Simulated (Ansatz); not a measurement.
## A computed optical spectrum

Method: Ansatz, r2SCAN, independent particles, without spin-orbit coupling, line width 0.15 eV (Gaussian); metals get a typed carrier damping. The response is along the first axis of the cell.

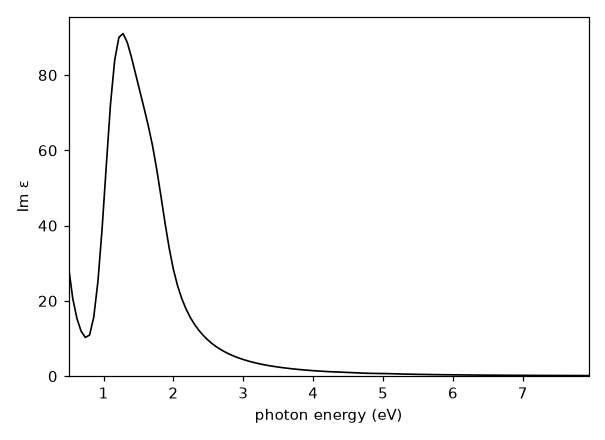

Q: All candidates were run at this level. Which one is shown?
A. Cd (P6_3/mmc)
B. LaB6 (Pm-3m)
C. Si2Mo (I4/mmm)

A: A. Cd (P6_3/mmc): a metal, with a Drude term, main peak of the conductivity above 1 eV at 1.36 eV. The others: LaB6 (Pm-3m), a metal, with a Drude term, main peak of the conductivity above 1 eV at 6.71 eV; Si2Mo (I4/mmm), a metal, with a Drude term, main peak of the conductivity above 1 eV at 6.14 eV.
